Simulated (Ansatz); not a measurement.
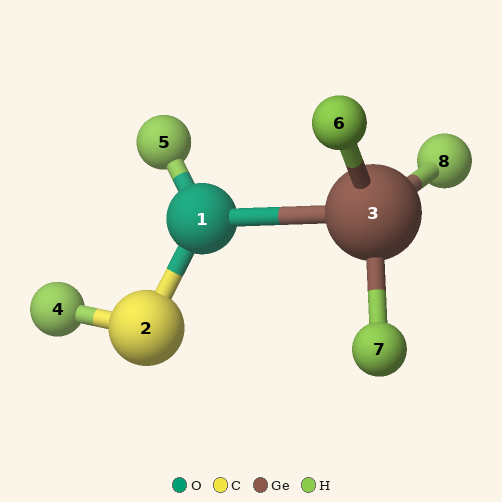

Atoms carry their numbers in the input. State: charge +1, singlet. Computed geometry: PBE-D4/def2-SVP optimisation. No frequency run is at hand to confirm it as a minimum.

List the bonds and their lengths.

| bond | length (Å) |
| --- | --- |
| O1–C2 | 1.348 |
| O1–Ge3 | 2.096 |
| O1–H5 | 1.005 |
| C2–H4 | 1.127 |
| Ge3–H6 | 1.538 |
| Ge3–H7 | 1.531 |
| Ge3–H8 | 1.538 |
